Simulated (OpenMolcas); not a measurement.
# C2H6AlCl (dimethylaluminum chloride): UHF/ANO-RCC-VDZP (DKH2, RICD fitting, scramble 0.25)

We compute an energy scan of C2H6AlCl (dimethylaluminum chloride). 

The results are computed with OpenMolcas 26.06.

4 further runs of the same task are left out: 4 set aside as unsound or not needed.

## Step 1: The structure to begin with

C2H6AlCl: 10 atoms, total charge 0, spin state singlet. As SMILES, `[CH3][Al]([CH3])[Cl]`. The coordinates come from a PBE0-D4/def2-TZVP relaxation.

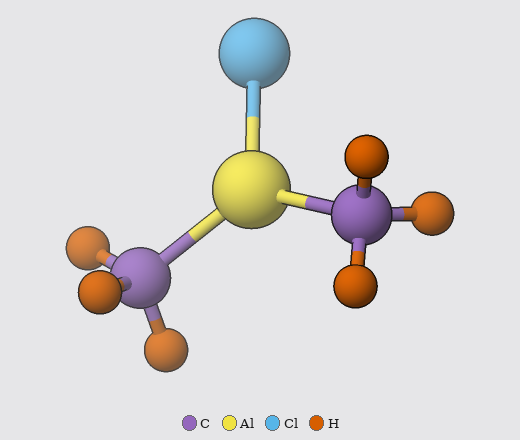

Viewed from a chosen angle; carbon purple, aluminium yellow, chlorine blue, hydrogen orange.

## Step 2: An energy scan at UHF/ANO-RCC-VDZP (DKH2, RICD fitting, scramble 0.25)

point1.xyz reads:

```xyz
10
R = 5.827
C     -1.048531     4.968013    -2.322879
Al    -0.252300    -0.446600    -0.322400
C      0.742200    -0.932200     1.273500
Cl    -1.112300    -2.038200    -1.415400
H     -1.652231     4.993613    -3.231979
H     -1.541031     5.591213    -1.569079
H     -0.087031     5.445413    -2.539679
H      0.102400    -1.471200     1.979300
H      1.158700    -0.063300     1.788800
H      1.566900    -1.607500     1.025200
```

test.inp reads:

```
* C2H6AlCl Hartree-Fock
&GATEWAY
COORD
point1.xyz
BASIS
ANO-RCC-VDZP
GROUP
NoSym
RICD
&SEWARD
&SCF
UHF
SCRAMBLE
0.25
PRORBITALS
0
>>> ForEach K in (1, 2, 3, 4, 5, 6, 7, 8, 9)
&GATEWAY
COORD
$CurrDir/point$K.xyz
BASIS
ANO-RCC-VDZP
GROUP
NoSym
RICD
&SEWARD
&SCF
UHF
PRORBITALS
0
FILEORB
$Project.UhfOrb
>>> EndDo
```

Started as:

```
export MOLCAS_MEM=1860
pymolcas test.inp > test.log
```

Output:

```text
--- Start Module: gateway ---
[...]
--- Stop Module: gateway /rc=_RC_ALL_IS_WELL_ ---
[...]
      Basis functions           94
[...]
       Convergence after  25 Iterations
[...]
::    Total SCF energy                               -782.5563854854
[...]
--- Start Module: seward ---
[...]
--- Stop Module: seward /rc=_RC_ALL_IS_WELL_ ---
[...]
--- Start Module: scf ---
[...]
       Convergence after   9 Iterations
[...]
::    Total SCF energy                               -782.6442025192
[...]
      Total spin, S                                    -0.0000000000
[...]
      Total electronic charge=   48.000000
      Total            charge=   -0.000000
[...]
      Dipole Moment (debye):
      Origin of the operator (angstrom)=   -0.4507   -0.8571   -0.5687
                   X=  8.6637E-01               Y=  2.1896E+00               Z=  1.0175E+00           Total=  2.5652E+00
      Quadrupole Moment (debye*angstrom):
[...]
--- Stop Module: scf /rc=_RC_ALL_IS_WELL_ ---
[...]
```

Run time: 99 s. Hardware: 1 thread of AMD EPYC 7R43 (Zen 3), shared host; peak memory 0.081 GiB.

The scan, from its lowest point:

| Al2–C1 (Å) | energy (kJ/mol) |
| --- | --- |
| 5.827 | 276.9 |
| 4.661 | 276.3 |
| 3.885 | 272.7 |
| 3.302 | 257.4 |
| 2.816 | 204.2 |
| 2.428 | 93.0 |
| 2.136 | 17.8 |
| 1.942 | 0.0 |
| 1.748 | 46.3 |

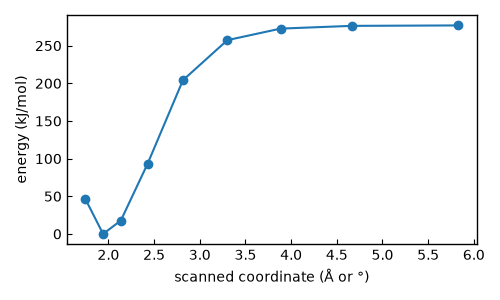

Energy along the scan.

## Step 3: Summary of results

At UHF/ANO-RCC-VDZP (DKH2, RICD fitting, scramble 0.25):

| quantity | value |
| --- | --- |
| lowest energy of the scan | -782.66185 Eh |
